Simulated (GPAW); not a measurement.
Consider N on a B site in SiB6.

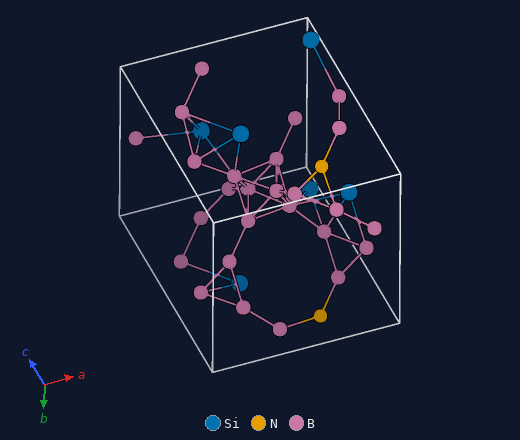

The structure (silicon blue, nitrogen orange, boron pink). Some periodic images of atoms are drawn too.

```xyz
28
Lattice="4.1300 4.1300 4.1300 -4.1300 4.1300 -4.1300 -4.1300 -4.1300 4.1300" Properties=species:S:1:pos:R:3 pbc="T T T"
Si   -3.7911    4.4689    3.4059
Si   -0.3400    4.4703    3.4070
Si   -4.4687    3.7913   -0.7243
Si   -3.7897   -0.3400    3.4070
N     2.0649    2.0649    3.3494
B    -2.0651    2.0650    3.5150
B    -2.0650   -2.0650    3.3790
B    -2.0650    2.0649   -0.6150
B    -2.0651   -2.0651    5.1291
B    -2.0651    2.0650    1.0236
B     2.0649    2.0649    4.8979
B    -2.0650    2.0649    5.1536
B     2.0649    3.2988    2.2138
B    -2.0650    3.2929    2.2309
B    -2.0649   -0.8156    1.9997
B    -2.0651    3.3043   -1.8553
B    -4.9612    2.0649    2.2138
B    -0.8257    2.0649    2.2747
B    -0.8156    6.1951    1.9997
B    -4.9671   -2.0650    2.2309
B    -2.0651    4.9611   -1.9162
B    -2.0651    0.8370    2.2309
B    -2.0652    4.9455    1.9997
B     2.0650    4.9556    2.2747
B     0.8311    2.0649    2.2138
B    -3.3044    2.0650    2.2747
B     0.8155    2.0648    6.1297
B    -3.2930    2.0649   -1.8991
```

Absorber: atom 5, with 1 B at 1.55 Å and 4 B at 1.68 Å (5-fold; the defect atom itself). Method: GPAW, PBE, excited-electron core hole (neutral cell), 28-atom cell with 7.2 Å between holes, 4×4×4 k points, dipole transitions, Gaussian full width 0.9 eV up to 4 eV, rising linearly to 3.5 eV at 25 eV.

Q: What does the N K edge look like?

Main maxima up to 22 eV above the zero (height): 2.1 eV (1.38), 3.7 eV (1.79), 5.1 eV (1.87), 7.3 eV (1.51) and 21.0 eV (0.44). A K edge sees empty p states on the absorber. The total-energy difference is 408.38 eV. One term is added: -7.82 eV, since the hole is spin-paired here and a spin-polarised one costs that much less in the free atom (computed apart). The photon energy is then 400.56 eV. The functional leaves an error of a few eV in such absolute values.

The N K spectrum (energy from the lowest empty level; intensity scaled to a mean of 1 over the first 20 eV):

| E (eV) | isotropic | ε ∥ x | ε ∥ z |
| --- | --- | --- | --- |
| -2.0 | 0.00 | 0.00 | 0.00 |
| -0.5 | 0.07 | 0.09 | 0.01 |
| 1.0 | 1.05 | 1.46 | 0.24 |
| 2.5 | 1.22 | 1.53 | 0.61 |
| 4.0 | 1.74 | 1.78 | 1.67 |
| 5.5 | 1.72 | 0.92 | 3.31 |
| 7.0 | 1.44 | 1.40 | 1.52 |
| 8.5 | 1.24 | 0.96 | 1.80 |
| 10.0 | 1.20 | 1.01 | 1.59 |
| 11.5 | 0.98 | 1.01 | 0.93 |
| 13.0 | 0.75 | 0.73 | 0.79 |
| 14.5 | 0.65 | 0.57 | 0.81 |
| 16.0 | 0.51 | 0.39 | 0.77 |
| 17.5 | 0.38 | 0.19 | 0.77 |
| 19.0 | 0.36 | 0.24 | 0.61 |
| 20.5 | 0.43 | 0.36 | 0.58 |
| 22.0 | 0.42 | 0.42 | 0.44 |

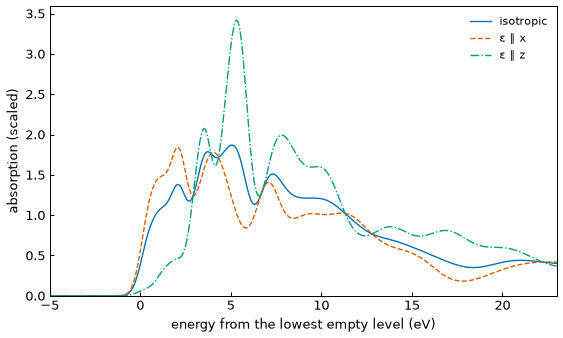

The N K edge.

The cell shows no gap over 0.35 eV; the host's own band filling, the defect's levels or the functional may be the cause. In so small a cell the defects form an ordered array, and no site is far from one. The mesh is coarse (0.27 Å⁻¹ between points), so small maxima may be mesh ripples.

[Banner, clock and machine lines of the logs are left out without a mark of their own.]

[Logs are printed without paths, hosts, clocks, repeated set-up lines and the standing remarks that a program may print on its own settings, such as how far it seeks lower states.]

[Hosts, paths, dates, database ids (printed as entryN), source tags and the programs' standing remarks are cut or masked in the printed files.]

[Lists of maxima count a maximum above −3 eV only where it reaches 4 % of the highest in the window and stands out from its surroundings by 2 % of it (1.5 % where it reaches 55 %); shoulders and weaker maxima are passed over, and of the rest the first, up to two pre-edge ones and the few strongest are named.]
